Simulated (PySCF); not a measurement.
Potential energy curve for NH, triplet.

Levels: UKS-BHandHLYP = PySCF with unrestricted BHandHLYP/cc-pVTZ; UHF/cc-pVTZ (PySCF); ROHF/cc-pVTZ (PySCF).

Magnitude of the dipole moment (D; its direction can reverse along the curve, and a method can change to another solution) and Mulliken charge of the fragment that holds N1:

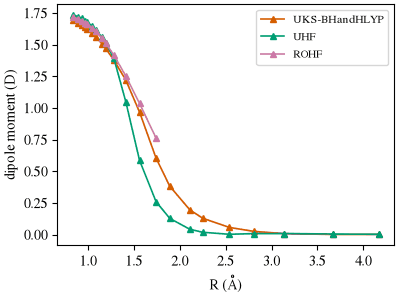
*Dipole moment against bond length.*

```csv
R / Å,μ UKS-BHandHLYP,q UKS-BHandHLYP,μ UHF,q UHF,μ ROHF,q ROHF
0.83,1.69,-0.18,1.74,-0.19,1.72,-0.20
0.89,1.67,-0.17,1.72,-0.18,1.70,-0.19
0.93,1.66,-0.17,1.71,-0.18,1.69,-0.18
0.97,1.64,-0.17,1.69,-0.17,1.67,-0.18
0.99,1.62,-0.16,1.68,-0.17,1.66,-0.17
1.04,1.59,-0.16,1.65,-0.16,1.63,-0.17
1.08,1.56,-0.16,1.62,-0.16,1.61,-0.16
1.15,1.51,-0.16,1.56,-0.15,1.55,-0.16
1.19,1.47,-0.16,1.52,-0.15,1.51,-0.15
1.28,1.38,-0.15,1.39,-0.13,1.42,-0.15
1.41,1.22,-0.14,1.05,-0.10,1.25,-0.13
1.56,0.97,-0.11,0.59,-0.05,1.04,-0.10
1.74,0.60,-0.06,0.26,-0.02,0.76,-0.07
1.89,0.38,-0.04,0.13,-0.01,—,—
2.11,0.19,-0.02,0.04,0.00,—,—
2.25,0.13,-0.01,0.02,0.00,—,—
2.54,0.06,0.00,0.00,0.00,—,—
2.81,0.02,0.00,0.01,0.00,—,—
3.14,0.01,0.00,0.01,0.00,—,—
3.67,0.00,0.00,0.00,0.00,—,—
4.17,0.00,0.00,0.00,0.00,—,—
```

Dashes: no converged value, or the column stops at the first point that the program doubted or that broke a chosen test of continuity, which isn't proof of a fault.

The unrestricted determinant behind UKS-BHandHLYP is spin-contaminated at 1.56 to 4.17 Å (<S²> up to 3.0, against 2.00 for a pure triplet). The unrestricted determinant behind UHF is spin-contaminated at 1.41 to 4.17 Å (<S²> up to 3.0, against 2.00 for a pure triplet).
